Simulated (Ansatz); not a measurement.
**GeH3Br + HCl: a complex and its separated parts**

Aim: how far the complex at one end of a reaction step lies below its separated, relaxed parts, level by level.

Program: Ansatz 0.2.0, Gaussian basis. Level of theory: PBE0-D4/def2-TZVP structures, single points in def2-TZVPP, no counterpoise correction. These are calculated values, not measurements.

Levels: SPW92, PBE-D4, BLYP-D4, r2SCAN-D4, B97M-V, PBE0-D4, B3LYP-D4, r2SCAN0-D4, BHLYP-D4, CAM-B3LYP-D4, wB97X-V, wB97M-V, B2PLYP, PBE-QIDH, RPA on PBE, Hartree-Fock, MP2, CCSD, CCSD(T).

Cores are frozen in the correlated methods. Filled d shells of the heavier atoms are correlated. B3LYP uses VWN-RPA correlation. B2PLYP carries no dispersion term here.

95 further runs of the same task are left out: 1 that didn't finish, 94 set aside as unsound or not needed.

### Step 1. Where the work starts

The complex: 7 atoms, charge 0, spin multiplicity 1.

Atoms are counted from 1 here; the program's logs count them from 0.

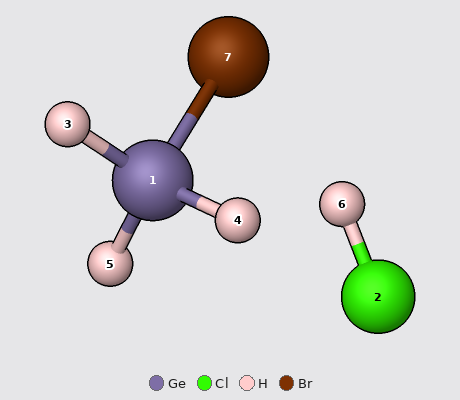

Start geometry, drawn with germanium purple, chlorine green, hydrogen pink, bromine brown; atoms are numbered from 1 in the order of the file.

Coordinates:

```
atom    x (Å)    y (Å)    z (Å)
 Ge1  -0.5902   0.6974  -0.6044
 Cl2   0.6274  -2.0193   1.9739
  H3  -0.9086   1.7675  -1.6515
  H4  -0.8836   1.1699   0.8197
  H5  -1.2454  -0.6459  -0.9261
  H6   1.2923  -1.3250   1.1131
 Br7   1.7081   0.3554  -0.7247
```

Its parts: GeH3Br holds atoms 1, 3, 4, 5, 7; HCl holds atoms 2, 6. Each part counts its atoms afresh in its own runs.

### Step 2. Relaxing GeH3Br alone

Input file relax-a/in.yaml:

```yaml
crystal:
  periodic: [false, false, false]
  atoms:
    - {symbol: Ge, position_ang: [-0.590247, 0.697428, -0.604403]}
    - {symbol: H, position_ang: [-0.908616, 1.767511, -1.651459]}
    - {symbol: H, position_ang: [-0.883582, 1.169878, 0.819690]}
    - {symbol: H, position_ang: [-1.245364, -0.645939, -0.926149]}
    - {symbol: Br, position_ang: [1.708051, 0.355388, -0.724666]}
basis:
  gaussian: {orbitals: def2-TZVP}
hamiltonian: {xc: pbe0, dispersion: d4}
relax: {f_tol: 0.005, max_steps: 200}
```

The run is started by

```
$ ansatz run in.yaml --threads 4 --pin off --events-out ev --progress --plain --max-ram 9574MiB
```

The runs that follow: Relaxing HCl alone; SPW92/def2-TZVPP; PBE-D4/def2-TZVPP; BLYP-D4/def2-TZVPP; r2SCAN-D4/def2-TZVPP; B97M-V/def2-TZVPP; PBE0-D4/def2-TZVPP; B3LYP-D4/def2-TZVPP; r2SCAN0-D4/def2-TZVPP; BHLYP-D4/def2-TZVPP; CAM-B3LYP-D4/def2-TZVPP; wB97X-V/def2-TZVPP; wB97M-V/def2-TZVPP; B2PLYP/def2-TZVPP; PBE-QIDH/def2-TZVPP; RPA on PBE/def2-TZVPP; CCSD(T)/def2-TZVPP; Vibrations of GeH3Br; Vibrations of HCl.

What does the calculation give? Wanted: complex less parts, CCSD(T)/def2-TZVPP; with zero-point energy; largest T1 diagnostic.

**Answer**, as computed:

| quantity | value |
| --- | --- |
| complex less parts, CCSD(T)/def2-TZVPP | -2.94 kcal/mol |
| with zero-point energy | -2.04 kcal/mol |
| largest T1 diagnostic | 0.009 |

**Reading.** At CCSD(T) the complex lies 2.94 kcal/mol below its parts. The functionals run from PBE-QIDH, off by +0.07 kcal/mol, to SPW92, off by -3.18 kcal/mol, against CCSD(T). Mean unsigned error by rung: LDA 3.18, GGA 1.35, meta-GGA 0.52, hybrid 0.73, range-separated hybrid 0.46, double hybrid 0.32 kcal/mol. PBE-D4 gives a relative energy 1.49 kcal/mol too low, an error of 51 % of the reference. No counterpoise was applied, and triple zeta lacks some correlation, so the CCSD(T) reference has a basis error of its own, and close matches with it are partly luck.
